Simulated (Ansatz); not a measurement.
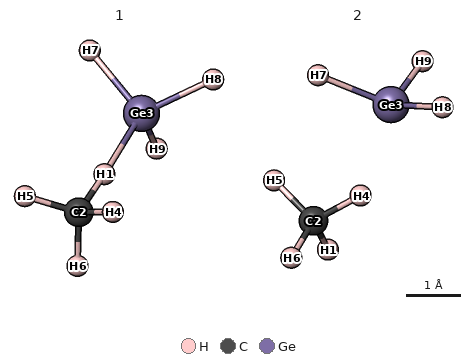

Two geometries of CH7Ge (multiplicity 2) (started from a transition state, displaced along its imaginary mode), drawn at one scale. One is the start of a relaxation, the other its converged end. The picture is a ball-and-stick view, seen from a free direction.

Computed with UKS PBE0-D4/def2-TZVP in Ansatz. Settings: force threshold 0.005 eV/Å; at most 200 steps.

### Which geometry has the lower energy?

Structure 2 is the relaxed one. Over 69 accepted moves (83 points after the start) the energy falls by 14.9 kcal/mol. The largest force component goes from 1.4 to 0.0037 eV/Å. The line search rejected the trial steps at points 18, 29, 31, 34, 44, 45, 48, 49 and more of the run. The forces were under the threshold at step 13, but the run went on from there. H9 moves most after the best rigid fit: 1.78 Å. By element the largest moves are H 1.78 Å, Ge 0.69 Å, C 0.24 Å. Some distances before and after: H1–Ge3 1.829 → 3.547 Å, C2–Ge3 3.004 → 3.866 Å, H1–C2 1.175 → 1.090 Å, Ge3–H7 1.557 → 1.539 Å. Bonds break: H1–Ge3 (1.83 → 3.55 Å). Among the angles between lasting bonds that change: H7–Ge3–H8 106.2° → 111.2°, H7–Ge3–H9 106.7° → 111.1°, H1–C2–H5 112.2° → 109.5°.
